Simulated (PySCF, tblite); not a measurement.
# C5H11FO2Si: geometry, infrared bands and NMR shifts

What infrared bands and NMR shifts should C5H11FO2Si (`C=CC[Si](F)(OC)OC`) show?

Programs: tblite 0.8.0 and PySCF 2.14.0, with density-fitted response routines of our own. Each step states its level of theory. These are calculated values for one molecule in the gas phase, unless marked as measured. Atoms are numbered from 0 throughout.

### Step 1. The molecule as given

20 atoms, charge 0, multiplicity 1; geometry from: force field or distance geometry start.

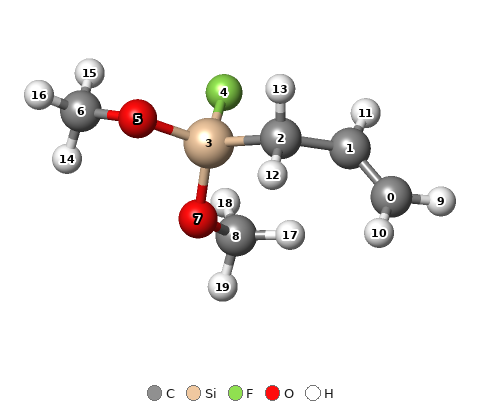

As it starts; carbon grey, silicon light orange, fluorine green, oxygen red, hydrogen white, atoms numbered; sticks join atoms by distance.

### Step 2. Optimising the geometry with GFN2-xTB

The job: settings as JSON, then the geometry in Å.

```
{"job": {"kind": "relax", "xc": "GFN2-xTB", "basis": "xTB"}, "charge": 0, "multiplicity": 1}
C     -3.104800    -0.088900     1.135800
C     -2.232500    -0.657900     0.303900
C     -0.862000    -1.163500     0.749700
Si     0.612700    -0.374400    -0.134900
F      0.377000    -0.531800    -1.701700
O      2.033200    -1.170300     0.228700
C      3.199100    -0.804000    -0.502600
O      0.802300     1.247700     0.201600
C      0.062000     2.168100    -0.577500
H     -4.086500     0.238700     0.774200
H     -2.902800     0.069000     2.188100
H     -2.503200    -0.811700    -0.730000
H     -0.743600    -1.020300     1.836100
H     -0.833400    -2.241400     0.561700
H      3.462500     0.251000    -0.327900
H      3.069900    -0.997700    -1.558400
H      4.030400    -1.421600    -0.140600
H     -1.023400     2.026000    -0.454300
H      0.327500     2.113600    -1.632800
H      0.310300     3.179900    -0.222200
```

The run is started by

```
$ OMP_NUM_THREADS=1 python probes_run.py task.json out
```

This one command runs all jobs of the session in turn.

Output:

```text
step      E/eV     max force
  0    -843.71040    2.003
  1    -843.82622    0.755
  2    -843.85262    0.534
  3    -843.86974    0.565
  4    -843.87985    0.262
  5    -843.88771    0.251
  6    -843.89692    0.370
  7    -843.90718    0.322
  8    -843.91474    0.220
  9    -843.92034    0.188
 10    -843.92551    0.216
 11    -843.93121    0.269
 12    -843.93783    0.214
 13    -843.94464    0.210
 14    -843.95118    0.191
 15    -843.95804    0.277
 16    -843.96397    0.233
 17    -843.96732    0.106
 18    -843.96924    0.092
 19    -843.97095    0.112
 20    -843.97280    0.134
 21    -843.97446    0.092
 22    -843.97555    0.072
 23    -843.97633    0.071
 24    -843.97724    0.082
 25    -843.97839    0.084
 26    -843.97968    0.088
 27    -843.98102    0.076
 28    -843.98251    0.080
 29    -843.98434    0.096
 30    -843.98660    0.113
 31    -843.98904    0.116
 32    -843.99152    0.121
 33    -843.99435    0.129
 34    -843.99712    0.132
 35    -843.99937    0.126
 36    -844.00127    0.099
 37    -844.00291    0.090
 38    -844.00422    0.059
 39    -844.00515    0.050
 40    -844.00573    0.050
 41    -844.00619    0.041
 42    -844.00659    0.084
 43    -844.00699    0.045
 44    -844.00731    0.037
 45    -844.00764    0.037
 46    -844.00790    0.035
 47    -844.00829    0.038
 48    -844.00862    0.041
 49    -844.00891    0.039
 50    -844.00914    0.032
 51    -844.00935    0.029
 52    -844.00954    0.033
 53    -844.00974    0.039
 54    -844.00996    0.037
 55    -844.01018    0.043
 56    -844.01041    0.038
 57    -844.01063    0.034
 58    -844.01084    0.029
 59    -844.01101    0.028
 60    -844.01116    0.028
 61    -844.01135    0.035
 62    -844.01158    0.043
 63    -844.01188    0.042
 64    -844.01222    0.042
 65    -844.01257    0.040
 66    -844.01297    0.049
 67    -844.01350    0.066
 68    -844.01416    0.065
 69    -844.01481    0.052
 70    -844.01527    0.042
 71    -844.01559    0.036
 72    -844.01590    0.042
 73    -844.01623    0.033
 74    -844.01648    0.028
 75    -844.01663    0.030
 76    -844.01672    0.024
 77    -844.01681    0.022
 78    -844.01692    0.018
 79    -844.01698    0.018
 80    -844.01705    0.026
 81    -844.01715    0.034
 82    -844.01731    0.039
 83    -844.01751    0.032
 84    -844.01768    0.025
 85    -844.01779    0.024
 86    -844.01789    0.027
 87    -844.01798    0.025
 88    -844.01805    0.017
 89    -844.01810    0.014
 90    -844.01815    0.020
 91    -844.01823    0.025
 92    -844.01834    0.024
 93    -844.01843    0.017
 94    -844.01849    0.014
 95    -844.01853    0.016
 96    -844.01858    0.017
 97    -844.01862    0.015
 98    -844.01866    0.012
 99    -844.01868    0.013
100    -844.01870    0.012
101    -844.01872    0.011
102    -844.01875    0.008
```

Wall time 0.9 s (1 thread of Arm Neoverse V1, shared host).

The steps of the relaxation: (not every step is listed)

```
step  energy from step 0 (eV)  largest force (eV/Å)
   0                   0.0000                2.0026
   1                  -0.1158                0.7549
   2                  -0.1422                0.5342
   3                  -0.1593                0.5649
   4                  -0.1694                0.2621
   5                  -0.1773                0.2515
   6                  -0.1865                0.3704
   7                  -0.1968                0.3215
   8                  -0.2043                0.2198
  16                  -0.2536                0.2333
  24                  -0.2668                0.0816
  32                  -0.2811                0.1206
  40                  -0.2953                0.0500
  48                  -0.2982                0.0408
  56                  -0.3000                0.0385
  64                  -0.3018                0.0421
  72                  -0.3055                0.0416
  80                  -0.3066                0.0258
  88                  -0.3076                0.0171
  96                  -0.3082                0.0174
  97                  -0.3082                0.0145
  98                  -0.3083                0.0122
  99                  -0.3083                0.0133
 100                  -0.3083                0.0116
 101                  -0.3083                0.0108
 102                  -0.3083                0.0082
```

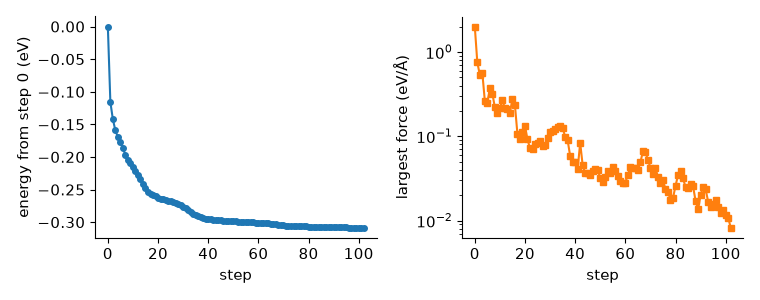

Energy and force, step by step.

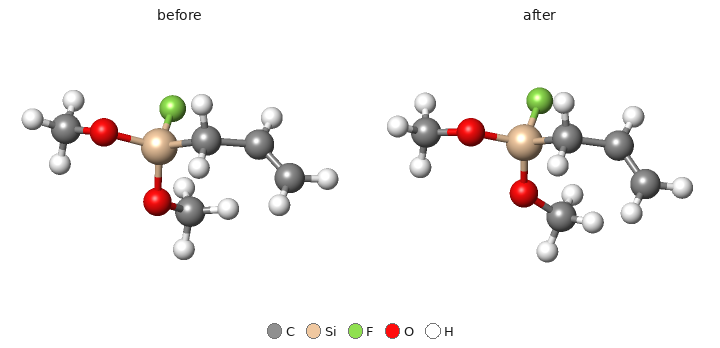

Before and after, at one scale.

Close pairs (by a distance rule), those that changed most:

```
  bond  before (Å)  after (Å)  change (Å)
Si3–O5       1.668      1.605      -0.064
Si3–O7       1.667      1.616      -0.051
 C1–C2       1.527      1.491      -0.036
Si3–F4       1.592      1.626      +0.034
 C0–H9       1.096      1.077      -0.019
 O5–C6       1.424      1.407      -0.017
C2–H12       1.102      1.089      -0.013
 C0–C1       1.333      1.321      -0.012
```

The final coordinates are the input of the step that follows.

### Step 3. Infrared spectrum with GFN2-xTB

The job: settings as JSON, then the geometry in Å.

```
{"job": {"kind": "ir", "xc": "GFN2-xTB", "basis": "xTB"}, "charge": 0, "multiplicity": 1}
C     -2.883008     0.087029     1.065146
C     -2.144806    -0.683233     0.286646
C     -0.810907    -1.237802     0.657535
Si     0.565976    -0.419640    -0.354368
F      0.263597    -0.695982    -1.928279
O      1.938871    -1.130227     0.075821
C      3.253262    -0.863504    -0.348829
O      0.732220     1.180437    -0.197913
C     -0.174045     2.215720    -0.492075
H     -3.834846     0.477807     0.747318
H     -2.566441     0.353391     2.060915
H     -2.485628    -0.933152    -0.709300
H     -0.632568    -1.090514     1.721992
H     -0.804930    -2.311170     0.468991
H      3.504456     0.183138    -0.176511
H      3.358304    -1.085504    -1.411656
H      3.918949    -1.504130     0.228889
H     -1.115188     2.064147     0.037564
H     -0.372426     2.252896    -1.564230
H      0.284011     3.150972    -0.170694
```

Output:

```text
mode    cm-1     km/mol
  1      27.2      0.18
  2      58.2      4.08
  3      70.6      0.26
  4      71.3      0.94
  5      80.2      4.01
  6      91.5      0.78
  7     102.6      2.40
  8     129.4      4.88
  9     162.9      7.47
 10     220.6     10.96
 11     252.7      1.21
 12     262.5     34.69
 13     311.0     35.95
 14     385.4     27.51
 15     415.8     31.50
 16     591.6     12.65
 17     688.1     36.16
 18     766.4     34.30
 19     808.0     95.26
 20     823.5    223.98
 21     844.8    170.43
 22     886.6      9.10
 23     957.1     21.69
 24    1025.0      7.45
 25    1056.1     34.13
 26    1122.5      1.70
 27    1129.9      0.26
 28    1131.7     93.02
 29    1136.1     91.96
 30    1156.0    196.80
 31    1161.5    211.35
 32    1181.6     27.46
 33    1223.9     36.39
 34    1297.8     10.58
 35    1402.2      1.72
 36    1409.0      3.82
 37    1414.2     10.08
 38    1458.1      6.91
 39    1469.0      1.50
 40    1469.5      7.06
 41    1478.3      3.73
 42    1478.9      6.08
 43    1713.1     31.57
 44    2972.0     20.49
 45    2973.3     30.08
 46    2983.4     14.44
 47    2984.1     35.54
 48    2989.5     28.69
 49    2995.6     23.20
 50    2996.6     21.76
 51    3003.9     18.73
 52    3061.0     36.25
 53    3094.0     26.51
 54    3121.2     60.61
```

It took 0.88 s on 1 thread of Arm Neoverse V1, shared host.

The strongest bands and the atoms that carry them (share of the mass-weighted mode):

```
cm⁻¹  km/mol                                 atoms
 808    95.3           Si3 34 %, C2 24 %, H12 14 %
 824   224.0           Si3 37 %, F4 15 %, H13 10 %
 845   170.4            Si3 41 %, O5 10 %, C6 10 %
1132    93.0  H16 31 %, C6 24 %, O5 18 %, H15 12 %
1136    92.0  C8 26 %, H19 24 %, O7 24 %, H17 14 %
1156   196.8            O7 35 %, C8 20 %, H19 18 %
1162   211.3            O5 43 %, C6 21 %, H16 10 %
3121    60.6                     H9 67 %, H10 22 %
```

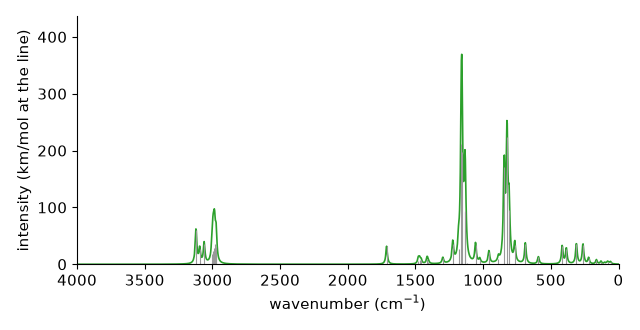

The infrared spectrum from these modes, unscaled. Lines are broadened to a width of 14 cm⁻¹ (Lorentzian).

### Step 4. NMR shieldings: PBE0/pcSseg-1

Settings changed since step 3:

```diff
@@ -1,2 +1,2 @@
-{"job": {"kind": "ir", "xc": "GFN2-xTB", "basis": "xTB"}, "charge": 0, "multiplicity": 1}
+{"job": {"kind": "nmr", "xc": "PBE0", "basis": "pcSseg-1"}, "charge": 0, "multiplicity": 1}
 C     -2.883008     0.087029     1.065146
```

With the program's defaults for keys left out, this is: GIAO PBE0/pcSseg-1 NMR shielding, non-relativistic, gas phase.

Output:

```text
coarse grid: 17136 points
cycle   1  E = -736.1276398925  dE =  1.082e+00  |g| = 9.960e-01  |ddm| = 3.931e+00
cycle   2  E = -735.9746549002  dE =  1.530e-01  |g| = 1.389e+00  |ddm| = 1.576e+00
cycle   3  E = -736.3001087346  dE = -3.255e-01  |g| = 1.067e-01  |ddm| = 9.730e-01
cycle   4  E = -736.3021179803  dE = -2.009e-03  |g| = 4.660e-02  |ddm| = 1.056e-01
cycle   5  E = -736.3025439456  dE = -4.260e-04  |g| = 1.285e-02  |ddm| = 3.714e-02
cycle   6  E = -736.3025725136  dE = -2.857e-05  |g| = 4.554e-03  |ddm| = 1.109e-02
cycle   7  E = -736.3025773305  dE = -4.817e-06  |g| = 7.353e-04  |ddm| = 3.721e-03
final grid: 161080 points
cycle   8  E = -736.3819451861  dE = -3.349e-05  |g| = 1.381e-02  |ddm| = 2.661e-02
cycle   9  E = -736.3819144144  dE =  3.077e-05  |g| = 1.920e-02  |ddm| = 1.850e-02
cycle  10  E = -736.3819810350  dE = -6.662e-05  |g| = 1.702e-03  |ddm| = 1.141e-02
cycle  11  E = -736.3819816353  dE = -6.003e-07  |g| = 1.909e-04  |ddm| = 1.280e-03
cycle  12  E = -736.3819816410  dE = -5.694e-09  |g| = 9.712e-05  |ddm| = 2.278e-04
cycle  13  E = -736.3819816424  dE = -1.473e-09  |g| = 3.150e-05  |ddm| = 8.558e-05
cycle  14  E = -736.3819816426  dE = -1.926e-10  |g| = 7.757e-06  |ddm| = 2.749e-05
converged SCF energy = -736.3819816426

GIAO shielding tensors (ppm)
atom      isotropic    diamagn.    paramagn.     s11        s22        s33       span
  0 C       65.344     254.709    -189.365    -47.720     87.276    156.477    204.197
  1 C       43.341     259.181    -215.840    -80.223     45.122    165.125    245.348
  2 C      160.567     257.772     -97.205    142.039    158.411    181.252     39.213
  3 Si     409.973     883.774    -473.800    390.199    411.340    428.381     38.182
  4 F      328.792     474.789    -145.997    281.494    310.533    394.347    112.853
  5 O      305.708     401.233     -95.524    253.887    321.354    341.884     87.997
  6 C      134.260     241.398    -107.138    107.655    109.341    185.784     78.129
  7 O      301.658     401.099     -99.441    233.103    321.948    349.923    116.819
  8 C      130.759     245.110    -114.351    101.383    108.034    182.859     81.476
  9 H       26.499      29.220      -2.721     23.281     25.643     30.575      7.294
 10 H       26.232      32.389      -6.157     22.515     25.858     30.322      7.807
 11 H       25.413      32.653      -7.240     22.804     24.492     28.944      6.139
 12 H       29.878      34.886      -5.008     26.682     29.405     33.546      6.864
 13 H       29.900      32.139      -2.239     25.919     28.636     35.145      9.226
 14 H       27.762      28.992      -1.230     22.860     26.261     34.165     11.305
 15 H       27.804      27.782       0.022     23.029     25.723     34.661     11.633
 16 H       27.950      27.153       0.798     23.439     25.492     34.920     11.482
 17 H       27.305      32.190      -4.884     21.154     28.363     32.400     11.246
 18 H       27.717      30.211      -2.494     23.761     25.284     34.106     10.345
 19 H       27.881      29.142      -1.260     23.560     25.492     34.593     11.033
```

Wall time 60 s (1 thread of Arm Neoverse V1, shared host); peak memory 0.96 GiB.

The references, computed at this level on geometries of the same kind, shield at (ppm): ¹H TMS 31.72, ¹³C TMS 186.9, ²⁹Si TMS 349.2, ¹⁹F CFCl3 170.9, ¹⁷O H2O 336.1. Their shielding less the atom's gives the shift. The references are single molecules in the gas phase, so shifts against H2O, NH3, PH3, H3PO4 or CFCl3 are not on the usual liquid scales and can be off by tens of ppm. Atoms listed in one row are averaged.

```
                       atoms                                  environment  σ (ppm)  δ (ppm)  δ scaled to CDCl3
                          C1                                    alkene CH     43.3    143.6              138.2
                          C0                         terminal =CH2 carbon     65.3    121.6              116.7
                      C6, C8                    methyl carbon bonded to O    132.5     54.4               51.2
                          C2                 allylic sp3 CH2 bonded to Si    160.6     26.4               23.8
                         H11                     hydrogen on an alkene CH    25.41     6.30               6.05
                         H10           hydrogen on a terminal =CH2 carbon    26.23     5.49               5.28
                          H9           hydrogen on a terminal =CH2 carbon    26.50     5.22               5.02
H14, H15, H16, H17, H18, H19      hydrogen on a methyl carbon bonded to O    27.74     3.98               3.86
                    H12, H13  hydrogen on an allylic sp3 CH2 bonded to Si    29.89     1.83               1.83
                         Si3                  silicon bonded to C, F, 2 O    410.0    -60.8                  –
                          F4                        fluorine bonded to Si    328.8   -157.8                  –
                      O5, O7                       oxygen bonded to C, Si    303.7     32.4                  –
```

The scaled column applies a straight-line fit of computed shieldings to shifts measured in CDCl3, and one for carbons that bear F (root-mean-square error 0.16 ppm for H, 1.9 ppm for C).

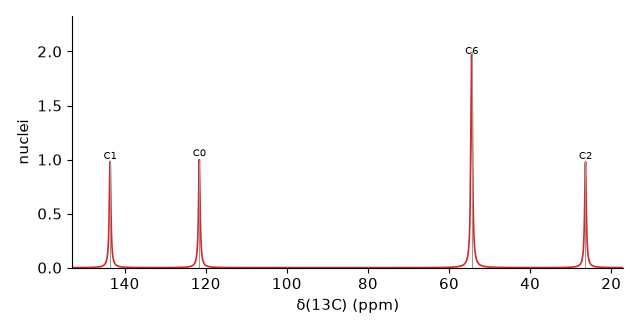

¹³C lines at the computed shifts, without couplings. Lines are broadened to a width of 0.47 ppm (Lorentzian).

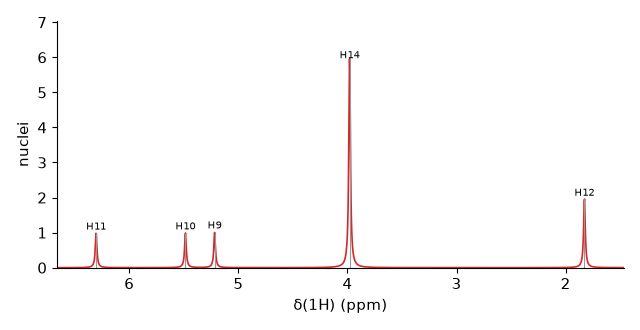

¹H lines at the computed shifts, without couplings. Lines are broadened to a width of 0.02 ppm (Lorentzian).

The run also stored atomic charges by several schemes (e):

```
 atoms  Mulliken    IAO  Hirshfeld  ESP fit
    C0     -0.16  -0.34      -0.11    -0.61
    C1     -0.28  -0.12      -0.03     0.15
    C2     -0.50  -0.59      -0.16    -0.62
   Si3      1.34   1.65       0.54     1.05
    F4     -0.43  -0.54      -0.22    -0.35
O5, O7     -0.64  -0.64      -0.23    -0.43
C6, C8     -0.01  -0.20      -0.03    -0.14
```

Hirshfeld charges:

C0 -0.11; C1 -0.03; C2 -0.16; Si3 0.54; F4 -0.22; O5 -0.23; C6 -0.03; O7 -0.23; C8 -0.03; H9 0.04; H10 0.04; H11 0.05; H12 0.05; H13 0.05; H14 0.04; H15 0.05; H16 0.05; H17 0.03; H18 0.04; H19 0.05

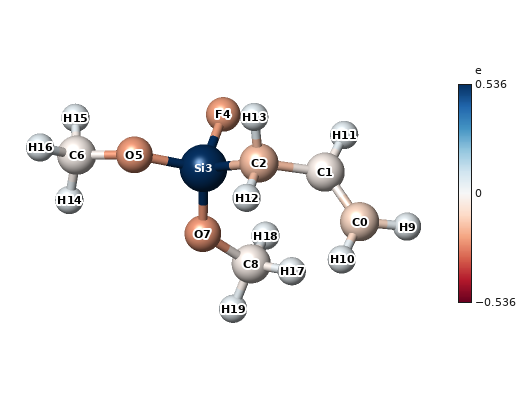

Hirshfeld charges, as colours on the atoms.

Mayer bond orders: C0–C1 1.97, C1–C2 1.03, C2–Si3 0.86, Si3–F4 0.91, Si3–O5 1.06, O5–C6 0.87, Si3–O7 1.02, O7–C8 0.88.

The fields below are evaluated on a grid from the run's orbitals.

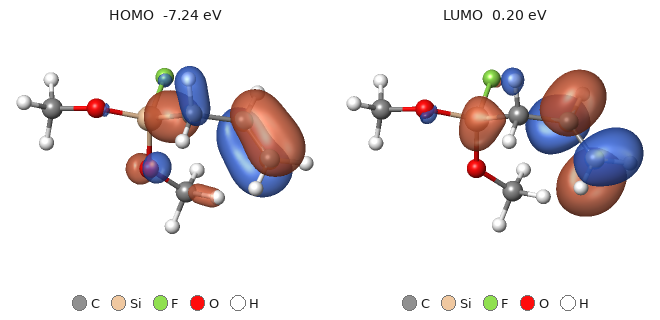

Frontier orbitals at PBE0/pcSseg-1; each surface holds 70 % of the orbital's density, blue and red mark the sign.

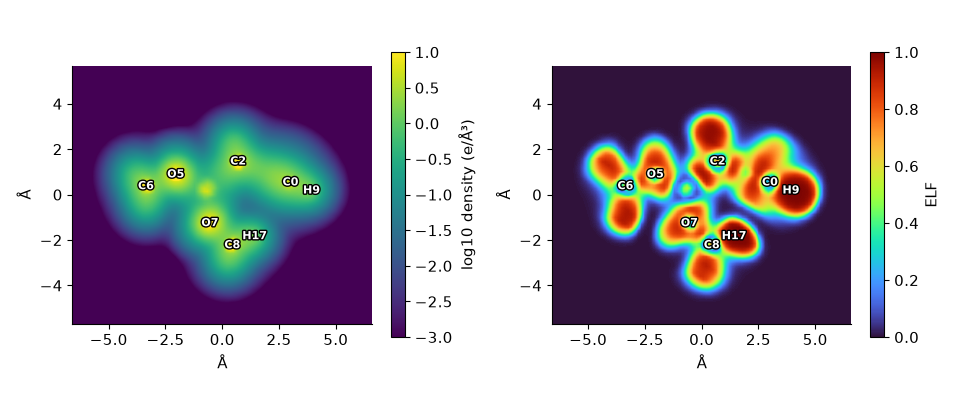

Density (left) and ELF (right) in a plane through or near 8 of the atoms.

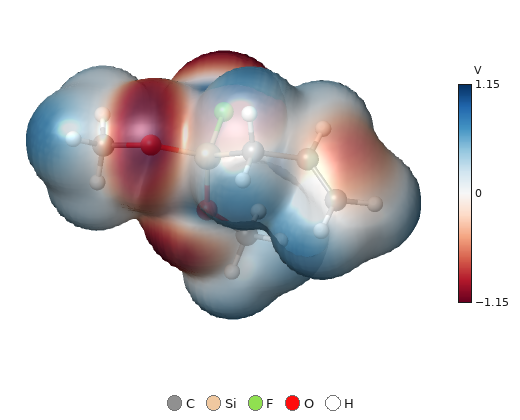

Electrostatic potential on the surface of density 0.002 e/bohr³; red is low, blue high. It runs from -1.15 V near F4 to 0.76 V near H19.

### Step 5. Outcome

| quantity | value |
| --- | --- |
| strongest single infrared mode (GFN2-xTB) | 824 cm⁻¹, 224 km/mol |
| zero-point energy (GFN2-xTB) | 97.3 kcal/mol |
| ¹³C shifts against TMS (PBE0/pcSseg-1, means over atoms taken as alike) | 143.6, 121.6, 54.4, 26.4 ppm |
| ¹H shifts against TMS (PBE0/pcSseg-1, means over atoms taken as alike) | 6.30, 5.49, 5.22, 3.98, 1.83 ppm |
| ²⁹Si shifts against TMS (PBE0/pcSseg-1) | -60.8 ppm |
| ¹⁹F shifts against CFCl3 (PBE0/pcSseg-1) | -157.8 ppm |
| ¹⁷O shifts against H2O (PBE0/pcSseg-1, means over atoms taken as alike) | 32.4 ppm |
| surface potential, least and greatest | -1.15 V and 0.76 V |

**Reading.** Over 102 steps the energy fell by 0.308 eV; of the close pairs, Si3–O5 changed most, 1.668 to 1.605 Å. No mode is imaginary among the 54: a minimum at this level. The strongest single mode, at 824 cm⁻¹, is spread over many atoms; the largest shares are those of Si3, F4. Unscaled tight-binding wavenumbers are off by several per cent, some by more. Its intensities can rank the bands wrongly. The most deshielded carbon is C1 (alkene CH), at 143.6 ppm: as expected for a trigonal carbon in a double bond. H11 (hydrogen on an alkene CH) lies farthest downfield among hydrogen, at 6.30 ppm; a vinylic proton, deshielded by the sp2 carbon and the C=C anisotropy. At PBE0/pcSseg-1: The largest span, 245 ppm, is at C1, where the paramagnetic term is -216 ppm.
